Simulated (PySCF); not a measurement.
**C5H8F3NSi: density, localisation and related maps**

```yaml
atoms:
  - { symbol: C, position_ang: [-2.0975, -2.1845, 0.2548] }
  - { symbol: C, position_ang: [-1.5830, -1.1091, 0.4196] }
  - { symbol: Si, position_ang: [-0.7585, 0.5372, 0.6312] }
  - { symbol: N, position_ang: [0.7301, 0.8155, -0.1537] }
  - { symbol: C, position_ang: [1.9438, 0.0945, 0.1679] }
  - { symbol: C, position_ang: [2.0584, -1.2247, -0.5888] }
  - { symbol: C, position_ang: [-1.9553, 1.7825, -0.2578] }
  - { symbol: F, position_ang: [-3.2562, 1.4969, -0.0557] }
  - { symbol: F, position_ang: [-1.7874, 1.8195, -1.5995] }
  - { symbol: F, position_ang: [-1.7886, 3.0531, 0.1645] }
  - { symbol: H, position_ang: [-2.5592, -3.1200, 0.1145] }
  - { symbol: H, position_ang: [-0.6810, 0.9147, 2.0391] }
  - { symbol: H, position_ang: [0.7308, 1.1440, -1.1103] }
  - { symbol: H, position_ang: [2.8031, 0.7318, -0.0625] }
  - { symbol: H, position_ang: [1.9385, -0.0981, 1.2418] }
  - { symbol: H, position_ang: [2.0694, -1.0464, -1.6617] }
  - { symbol: H, position_ang: [1.2091, -1.8613, -0.3523] }
  - { symbol: H, position_ang: [2.9746, -1.7393, -0.3133] }
```

Geometry: GFN2-xTB.

All numbers below come from PBE0/pcSseg-1, SCF density, gas phase, non-relativistic (PySCF).

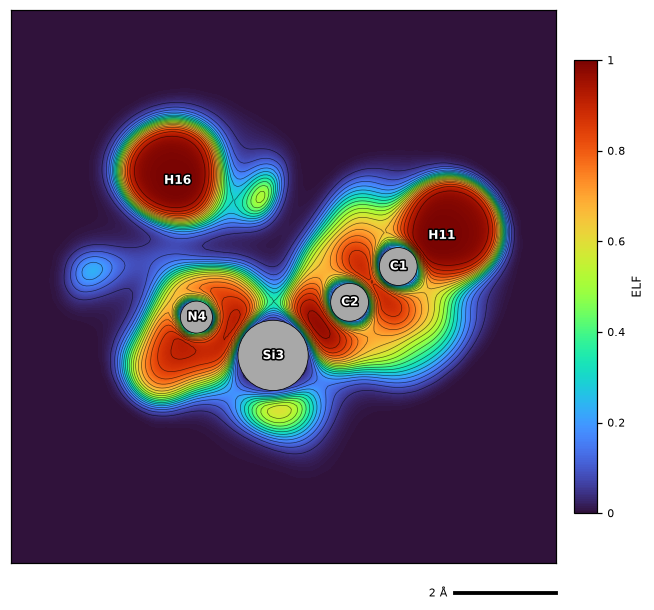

Figure 1. ELF on the plane of atoms C2, Si3 and N4. Grey discs cover the atomic cores.

Interpret the plot.

Answer. Atoms in the plane: C, Si, N and H.
C–C (1.20 Å): the ELF peaks at about 0.85 between the atoms (a short, multiple covalent bond).
Si–N (1.71 Å): the ELF peaks at about 0.90 between the atoms: a polar covalent bond.
C–Si (1.85 Å): the ELF peaks at about 0.95 between the atoms; localised, covalent bonding.
The ELF also peaks beside N4, away from the bonds: lone-pair regions.

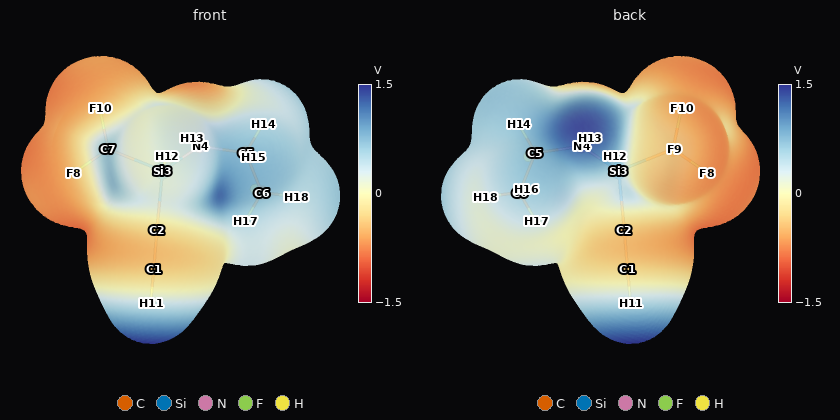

Figure 2. The electrostatic potential painted on the density surface at 0.001 e/bohr³, seen from the front and from behind; red is negative and blue positive.

Describe the electrostatic potential map.

Answer. The most negative region (about −0.8 V) lies over C2 and F8, the most positive (about +1.5 V) over H11 and H13.

What dipole moment does the calculation give?

Answer. Its dipole moment is 3.51 D.
